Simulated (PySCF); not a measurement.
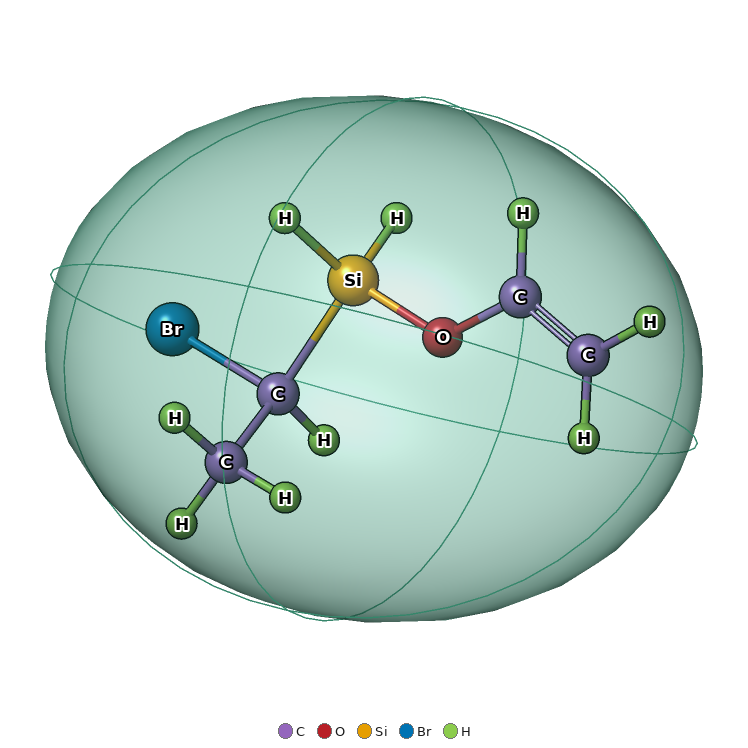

The ellipsoid shows the static dipole polarisability: its half-axes are proportional to the principal values. The computed structure is the end point of a GFN2-xTB optimisation. No frequency run is at hand to confirm it as a minimum. Method: B3LYP/def2-SVPD (PySCF 2.14.0).

Question. Give the principal values, the mean and the anisotropy.

Answer. Principal values 79.5, 94.2, 135.3 bohr³; mean 103.0 bohr³ (15.26 Å³); anisotropy 50.1 bohr³, so the longest axis is 1.70 times the shortest.

The geometry is semi-empirical. Around Br, Si such bond lengths and angles can be off by a tenth of an ångström or more and by several degrees, and values that hang on the shape move with them.
